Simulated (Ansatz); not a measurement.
The starting structures come from a database of crystals and need not be the phases stable at ambient conditions.

 Where the default PAW files enter, the runs use the earlier of Ansatz's two default sets.

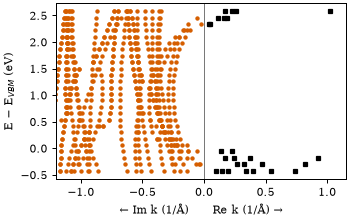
Figure. Complex bands at the centre of the two-dimensional zone; r2SCAN in Ansatz (an electronic-structure program)

The gap is the functional's own. No spin-orbit coupling. Mid-gap values are interpolated on the energy grid.

**Question.** This is SrTiO₃ (I4/mcm, not sure to be the ambient phase, 10 atoms a cell, 12.0 Å³ an atom) along the normal of (100). Read off the slowest decay at the centre of the two-dimensional zone at 1.14 eV, the computed energy nearest the middle of the gap.

**Answer.** κ ≈ 0.25 1/Å, a decay length 1/(2κ) of the density of 2.0 Å.
